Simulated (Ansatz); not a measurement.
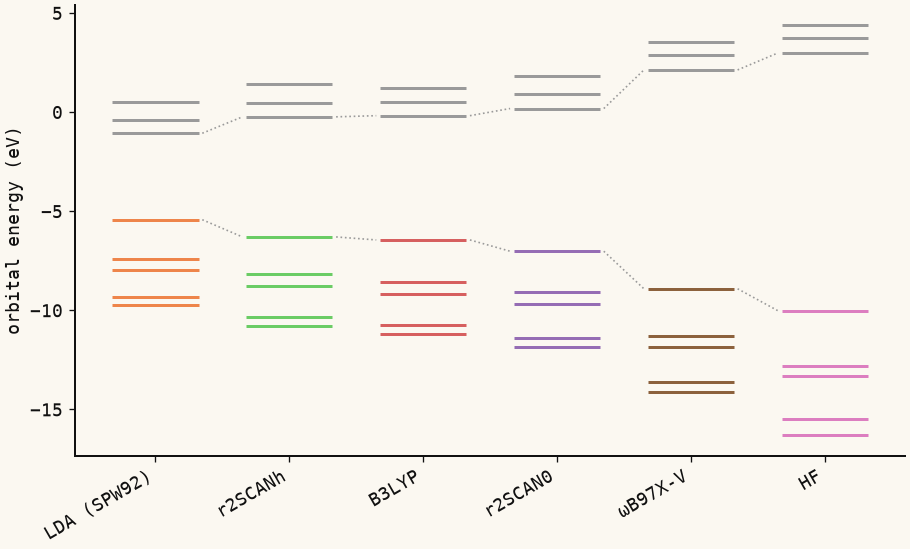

Frontier orbital energies (alpha spin) of CH₄FGeO, SMILES C[O][GeH][F], doublet at one geometry, def2-TZVPP, the Ansatz code, at a PBE0-D4/def2-TZVP geometry (a minimum by its frequencies). Empty levels are grey, levels within 0.1 eV stand side by side; all columns show the same few orbitals around the gap. Dotted lines join the HOMOs and the LUMOs. HOMO and LUMO mean the alpha set's.

Q: Compare the HOMO-LUMO separations.

A: The separation grows from 4.36 eV (LDA (SPW92)) to 13.00 eV (HF).

| level | HOMO (eV) | LUMO (eV) | separation (eV) |
| --- | --- | --- | --- |
| LDA (SPW92) | −5.43 | −1.07 | 4.36 |
| r2SCANh | −6.30 | −0.24 | 6.06 |
| B3LYP | −6.45 | −0.18 | 6.27 |
| r2SCAN0 | −7.02 | 0.18 | 7.20 |
| ωB97X-V | −8.92 | 2.12 | 11.04 |
| HF | −10.02 | 2.98 | 13.00 |

Limits of at least one run: empty levels above zero depend strongly on the basis; no scalar relativity up to krypton; one conformer of a flexible molecule.
